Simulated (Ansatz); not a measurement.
F₃GeH₂P···HCl

```yaml
atoms:
  - { symbol: Ge, position_ang: [-0.6123, -0.1439, -0.2779] }
  - { symbol: Cl, position_ang: [0.0890, 0.8225, 2.9292] }
  - { symbol: F, position_ang: [0.7652, -1.0772, 0.1473] }
  - { symbol: F, position_ang: [-0.0812, 1.4797, -0.4558] }
  - { symbol: F, position_ang: [-0.9885, -0.6356, -1.8867] }
  - { symbol: P, position_ang: [-2.4149, -0.3782, 1.0950] }
  - { symbol: H, position_ang: [-3.2106, -0.9195, 0.0414] }
  - { symbol: H, position_ang: [-1.9476, -1.6452, 1.5483] }
  - { symbol: H, position_ang: [-1.1864, 1.1854, 2.8065] }
```

Not at a stationary point (largest force 1.2 eV/Å).

Level of theory: Ansatz 0.2.0, RKS PBE0/def2-SVP.

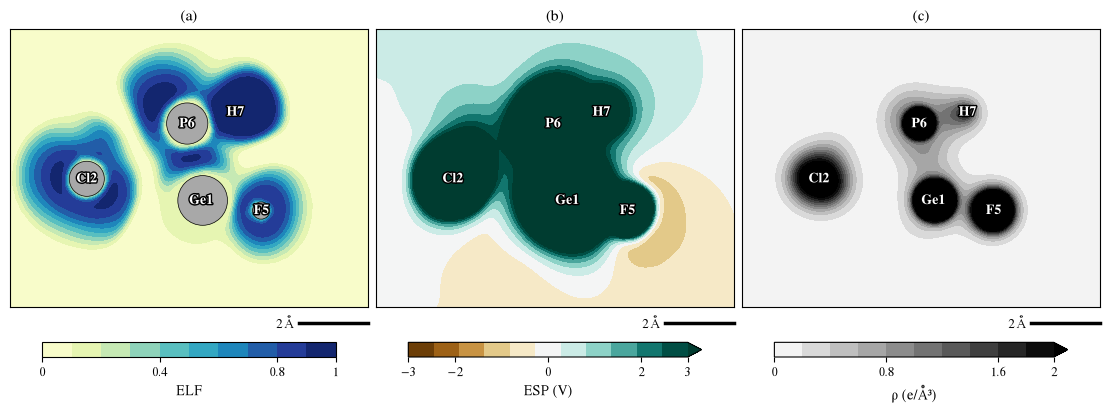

Figure 1. (a) ELF; (b) electrostatic potential; (c) electron density on the plane of atoms F5, Ge1 and P6. Grey discs cover the atomic cores in the ELF map.

Q: Interpret the plot.

A: The section cuts through Ge, Cl, F, P and H sites.
Ge1···Cl2 (3.42 Å): the density falls to about 0.06 e/Å³ on the way; the ELF dips to about 0.05 between them.
Ge–F (1.72 Å): ρ is about 0.94 e/Å³ halfway; the ELF peaks at about 0.80 in the valence shell of F, 0.5 Å from its nucleus, and is about 0.20 at the midpoint.
Ge–P (2.28 Å): ρ is about 0.71 e/Å³ halfway; the ELF peaks at about 0.90 between the atoms (a covalent bond).
P–H (1.43 Å): ρ is about 1.1 e/Å³ halfway; the ELF climbs to about 1 towards the hydrogen, as it does in any bond to H.
The ELF also peaks beside F5, Cl2 and P6, away from the bonds: lone-pair regions.
Outside the dense part of the complex the potential is most negative (−1.2 V) near F5.

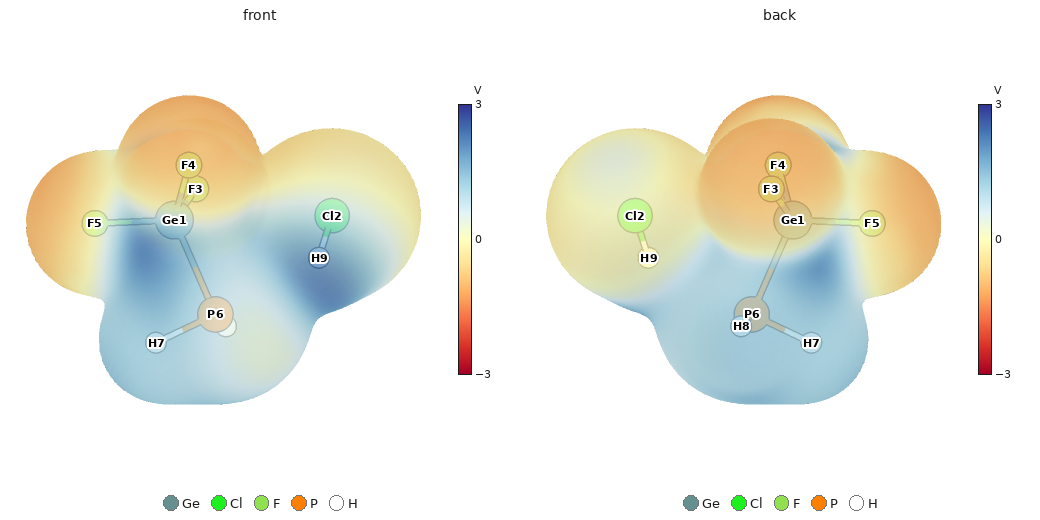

Figure 2. The molecular electrostatic potential painted on the density surface at 0.002 e/bohr³, seen from the front and from behind; the colour scale runs from red (negative) to blue (positive).

Q: Which sites attract a positive test charge, and which a negative one?

A: A positive charge is drawn to the negative regions and a negative charge to the positive ones. The most negative region (about −1.1 V) lies over F3, F4 and F5, the most positive (about +2.3 V) over Ge1 and H9. Cl2 shows a σ-hole: about +0.4 V at the tip opposite its bond, against about −0.2 V on its flanks.

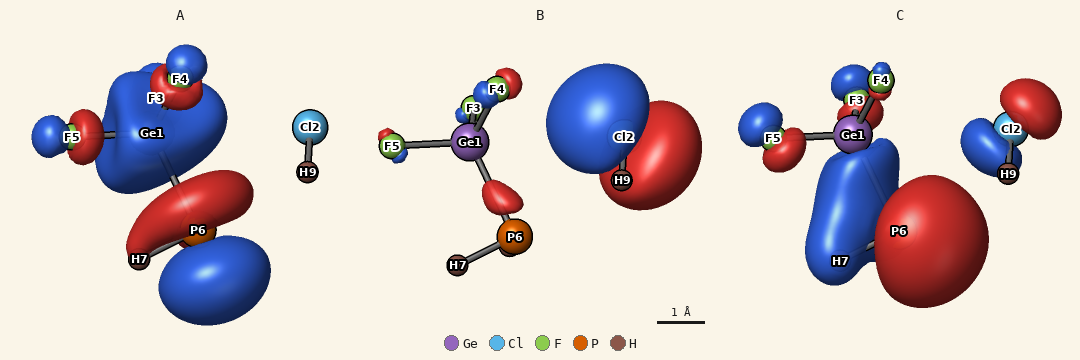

Figure 3. Three frontier orbitals at ±0.1 Å⁻³ᐟ² (red and blue are the two phases), in no order.

Q: Order the three orbitals by energy and name them.

A: B is the HOMO−1 (−9.53 eV). It lies mainly on Cl2 (about 90 %); largely a lone pair of Cl2. C is the HOMO (−8.99 eV). Its weight (Hirshfeld) is mainly on P6 (about 65 %), Cl2 (about 10 %) and Ge1 (about 10 %). A is the LUMO (−0.96 eV). It lies mainly on P6 (about 40 %), Ge1 (about 30 %), F3 (about 10 %), F4 (about 5 %) and F5 (about 5 %).

Q: What is the HOMO–LUMO gap?

A: 8.03 eV between the orbital energies.
